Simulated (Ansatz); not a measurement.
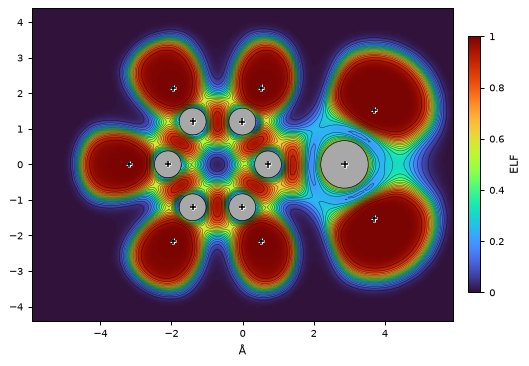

The electron localisation function on a plane through atoms (crosses mark nuclei in the plane; grey discs cover the cores).

These are results of Ansatz 0.2.0, isolated molecule in a Gaussian basis; Kohn-Sham density functional theory, functional PBE0, not measurements.

Candidates:
A. Cl2F2H2O2W (SMILES [OH][W]([OH])([F])([F])([Cl])[Cl])
B. H6O4SiTi (SMILES [OH][Ti]([OH])([OH])[O][SiH3])
C. C6H7In (SMILES [InH2][c]1ccccc1)

Q: Which system is this?

A: Candidate C: C6H7In on the molecular plane, which holds C, In and H. C–C (1.39 Å): the ELF peaks at about 0.95 between the atoms (localised, covalent bonding). C–In (2.15 Å): the ELF peaks at about 0.95 in the valence shell of C, 0.7 Å from its nucleus, and drops to about 0.15 between the two atoms.
